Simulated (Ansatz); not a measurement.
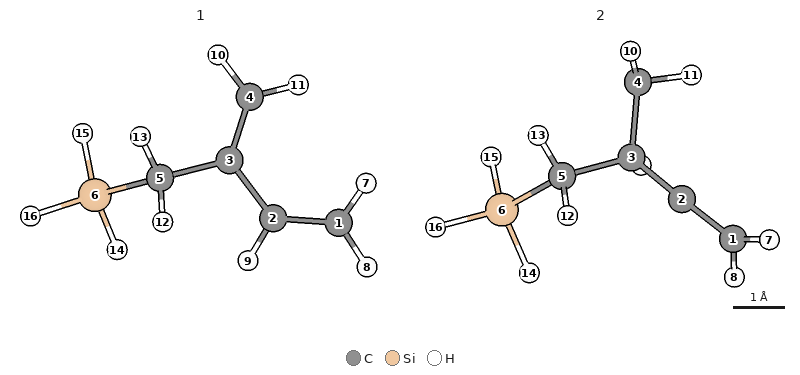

Two geometries of C5H10Si, drawn at one scale. One is the start of a relaxation, the other its converged end. Style: ball-and-stick. Shown face on.

Level of theory: RHF/def2-SVP (Ansatz 0.2.0). Set-up: no spin polarisation; force threshold 0.02 eV/Å; at most 50 steps.

Which one is relaxed?

Structure 1 is the relaxed one. The run prepares an end point of a later path (hydrogen shift) calculation, from a guessed geometry. H9 moves most after the best rigid fit: 1.92 Å. Largest moves by element: H 1.92 Å, C 0.53 Å, Si 0.32 Å. Near-neighbour distances that change, for instance: C3–H9 1.090 → 2.192 Å, C2–H9 1.497 → 1.087 Å, C3–C4 1.541 → 1.329 Å, C2–C3 1.297 → 1.487 Å. Bonds break, among them: C3–H9 (1.09 → 2.19 Å). Bond angles that change, for instance: C1–C2–C3 178.2° → 125.6°, C3–C4–H11 105.8° → 121.5°, C4–C3–C5 112.8° → 122.2°. After 31 geometry steps the energy has fallen by 160.0 kcal/mol. Largest force component: 6.3 eV/Å at the start, 0.016 eV/Å at the end. Cost: 44 s on 2 threads of AMD EPYC 9R45 96-Core Processor (Zen 5), with other jobs on the host, peak memory 0.38 GiB.

Limits of the set-up: Hartree-Fock leaves out electron correlation.
